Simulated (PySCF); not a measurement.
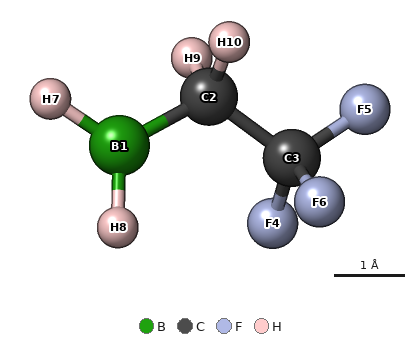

The structure (ball-and-stick view, seen at a tilt; atoms are numbered from 1 in the order of the input). Bond lengths as drawn: B–C 1.56 Å, B–H 1.21 Å, C–C 1.50 Å, C–F 1.34 Å and C–H 1.10 to 1.11 Å.

**C2H4BF3: a changed input and its effect**

System: C2H4BF3, SMILES BCC(F)(F)F.
Method of run 1: GIAO PBE0/pcSseg-1 NMR shielding, non-relativistic, IEF-PCM cyclohexane (PySCF 2.14.0).

The geometry comes from this level: PBE0-D3(BJ)/def2-SVP. Text and figures count atoms from 1; the logs count them from 0 in places.

## The input, run 1
```
{"job": {"kind": "nmr", "xc": "PBE0", "basis": "pcSseg-1", "solvent": "cyclohexane", "pop": false}, "charge": 0, "multiplicity": 1}
B     -1.430721     0.125603     0.369077
C      0.074137     0.524211     0.232858
C      0.975715    -0.467815    -0.443609
F      0.586213    -0.703264    -1.702813
F      2.242354    -0.037691    -0.496514
F      0.984178    -1.641881     0.198235
H     -2.192628     0.922720     0.861801
H     -1.844109    -0.949332     0.011683
H      0.155026     1.496378    -0.283633
H      0.462920     0.719789     1.249145
```

The first line tells a small driver script what to run in PySCF; the rest is the geometry in Å.

Hardware: 1 CPU thread, shared host.

## Output (run 1)
```
coarse grid: 9000 points
cycle   1  E = -402.3717303137  dE =  7.315e-01  |g| = 8.528e-01  |ddm| = 2.598e+00
cycle   2  E = -402.2745344327  dE =  9.720e-02  |g| = 1.207e+00  |ddm| = 9.387e-01
cycle   3  E = -402.4936884314  dE = -2.192e-01  |g| = 5.869e-02  |ddm| = 5.473e-01
cycle   4  E = -402.4942246935  dE = -5.363e-04  |g| = 3.161e-02  |ddm| = 5.766e-02
cycle   5  E = -402.4944460710  dE = -2.214e-04  |g| = 2.741e-03  |ddm| = 2.310e-02
cycle   6  E = -402.4944477885  dE = -1.717e-06  |g| = 5.021e-04  |ddm| = 2.657e-03
final grid: 89928 points
cycle   7  E = -402.5470320798  dE = -3.832e-05  |g| = 6.111e-03  |ddm| = 1.830e-02
cycle   8  E = -402.5470278637  dE =  4.216e-06  |g| = 8.145e-03  |ddm| = 8.849e-03
cycle   9  E = -402.5470400544  dE = -1.219e-05  |g| = 5.830e-04  |ddm| = 4.520e-03
cycle  10  E = -402.5470401159  dE = -6.146e-08  |g| = 1.834e-04  |ddm| = 5.057e-04
cycle  11  E = -402.5470401216  dE = -5.753e-09  |g| = 4.024e-05  |ddm| = 1.185e-04
cycle  12  E = -402.5470401220  dE = -3.564e-10  |g| = 8.658e-06  |ddm| = 3.086e-05
converged SCF energy = -402.5470401220

GIAO shielding tensors (ppm)
atom      isotropic    diamagn.    paramagn.     s11        s22        s33       span
  0 B       12.754     191.319    -178.564    -57.309    -34.905    130.477    187.786
  1 C      144.396     255.099    -110.704    118.401    152.385    162.400     43.999
  2 C       51.441     240.302    -188.861     43.810     53.678     56.836     13.026
  3 F      256.933     474.019    -217.086    173.524    255.765    341.511    167.987
  4 F      253.784     472.166    -218.382    172.000    250.114    339.238    167.238
  5 F      258.600     473.986    -215.386    174.683    258.754    342.363    167.680
  6 H       23.665      28.306      -4.641     17.654     26.191     27.150      9.496
  7 H       23.370      28.295      -4.925     15.618     26.502     27.990     12.372
  8 H       28.572      29.734      -1.162     24.221     27.822     33.674      9.453
  9 H       28.835      29.680      -0.845     24.343     28.144     34.019      9.677
```

The input of run 2 differs as follows (lines with − go, lines with + come):
```diff
-"solvent": "cyclohexane"
-"pop": false
+"solvent": "chloroform"
+"pop": true
```

What does this change do to the results?

The total energy of run 2 is 1.0 kcal/mol lower: the change of the electrostatic solvation energy at this fixed geometry, without cavity or dispersion terms. The HOMO goes from −9.63 to −9.55 eV. The LUMO goes from −1.70 to −1.59 eV. The dipole moment goes from 2.37 to 2.51 D. Of all shieldings, the largest change is that of F5, by +1.1 ppm. The number of SCF iterations is the same.

## Output (run 2)
```
coarse grid: 9000 points
cycle   1  E = -402.3741644312  dE =  7.292e-01  |g| = 8.501e-01  |ddm| = 2.598e+00
cycle   2  E = -402.2796910832  dE =  9.447e-02  |g| = 1.197e+00  |ddm| = 9.290e-01
cycle   3  E = -402.4952619866  dE = -2.156e-01  |g| = 5.739e-02  |ddm| = 5.399e-01
cycle   4  E = -402.4957699538  dE = -5.080e-04  |g| = 3.123e-02  |ddm| = 5.665e-02
cycle   5  E = -402.4959852167  dE = -2.153e-04  |g| = 2.614e-03  |ddm| = 2.255e-02
cycle   6  E = -402.4959867406  dE = -1.524e-06  |g| = 4.815e-04  |ddm| = 2.307e-03
final grid: 89928 points
cycle   7  E = -402.5485734512  dE = -3.837e-05  |g| = 6.094e-03  |ddm| = 1.826e-02
cycle   8  E = -402.5485694313  dE =  4.020e-06  |g| = 8.066e-03  |ddm| = 8.727e-03
cycle   9  E = -402.5485813956  dE = -1.196e-05  |g| = 5.855e-04  |ddm| = 4.447e-03
cycle  10  E = -402.5485814570  dE = -6.146e-08  |g| = 1.795e-04  |ddm| = 4.992e-04
cycle  11  E = -402.5485814625  dE = -5.428e-09  |g| = 4.051e-05  |ddm| = 1.150e-04
cycle  12  E = -402.5485814628  dE = -3.697e-10  |g| = 8.051e-06  |ddm| = 3.115e-05
converged SCF energy = -402.5485814628

GIAO shielding tensors (ppm)
atom      isotropic    diamagn.    paramagn.     s11        s22        s33       span
  0 B       13.269     191.297    -178.028    -57.029    -33.625    130.460    187.489
  1 C      144.483     255.124    -110.641    118.563    152.494    162.392     43.830
  2 C       51.076     240.543    -189.467     42.854     53.150     57.226     14.372
  3 F      257.889     474.167    -216.278    174.292    257.095    342.280    167.988
  4 F      254.897     472.281    -217.384    172.882    251.727    340.083    167.201
  5 F      259.561     474.134    -214.572    175.465    260.081    343.138    167.673
  6 H       23.694      28.322      -4.627     17.723     26.216     27.143      9.420
  7 H       23.412      28.376      -4.965     15.633     26.573     28.029     12.397
  8 H       28.446      29.570      -1.123     24.067     27.671     33.601      9.534
  9 H       28.699      29.505      -0.805     24.179     27.979     33.941      9.762
```

## The two runs side by side

| quantity | run 1 | run 2 |
| --- | --- | --- |
| outcome | converged | converged |
| total energy (hartree) | −402.547040 | −402.548581 |
| HOMO (eV) | −9.63 | −9.55 |
| LUMO (eV) | −1.70 | −1.59 |
| dipole moment (D) | 2.37 | 2.51 |
| shielding of B1 (ppm) | 12.8 | 13.3 |
| shielding of C3 (ppm) | 51.4 | 51.1 |
| shielding of F4 (ppm) | 256.9 | 257.9 |
| shielding of F5 (ppm) | 253.8 | 254.9 |
| shielding of F6 (ppm) | 258.6 | 259.6 |
| shielding of H9 (ppm) | 28.6 | 28.4 |
| shielding of H10 (ppm) | 28.8 | 28.7 |
| SCF iterations | 12 | 12 |
| basis functions | 122 | 122 |
| wall time (shared host) | 7.2 s | 8.4 s |
